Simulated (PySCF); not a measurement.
```tsv
atom	x (Å)	y (Å)	z (Å)
C	-0.7274	-0.1419	0.0240
C	0.5786	0.2571	-0.0449
Cl	1.8436	-0.8212	0.0852
H	-1.0091	-1.1801	0.1583
H	-1.5284	0.5846	-0.0553
H	0.8458	1.3036	-0.1890
```

Geometry: GFN2-xTB.

Theory: PySCF 2.14.0, density-fitted response routines, UKS B3LYP, pcH-1 on C Cl H, non-relativistic, mean-field spin-orbit, GIAO.

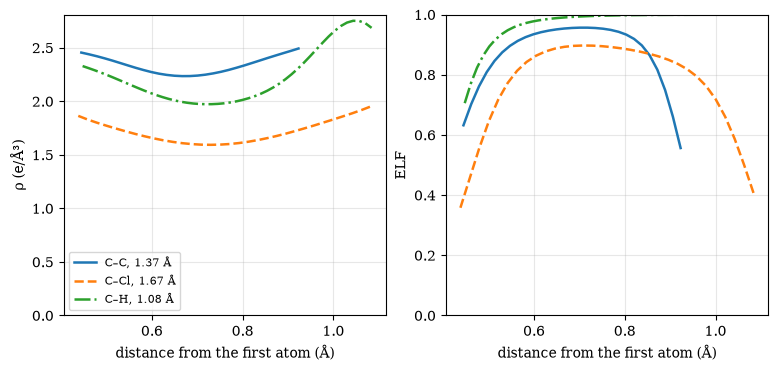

C2H3Cl (SMILES [CH2][CH+]Cl) (charge +1, doublet). Electron density and ELF along straight lines between neighbouring atoms. The curves leave out the atomic cores.

What can be read from the curves?

C–C (1.37 Å): ρ is about 2.2 e/Å³ halfway; the ELF peaks at about 0.95 between the atoms (localised, covalent bonding).
C–Cl (1.67 Å): ρ at the midpoint is about 1.6 e/Å³; the ELF peaks at about 0.90 between the atoms (a covalent bond).
C–H (1.08 Å): ρ at the midpoint is about 2.2 e/Å³; the ELF climbs to about 1 towards the hydrogen, as it does in any bond to H (a covalent bond by its length).
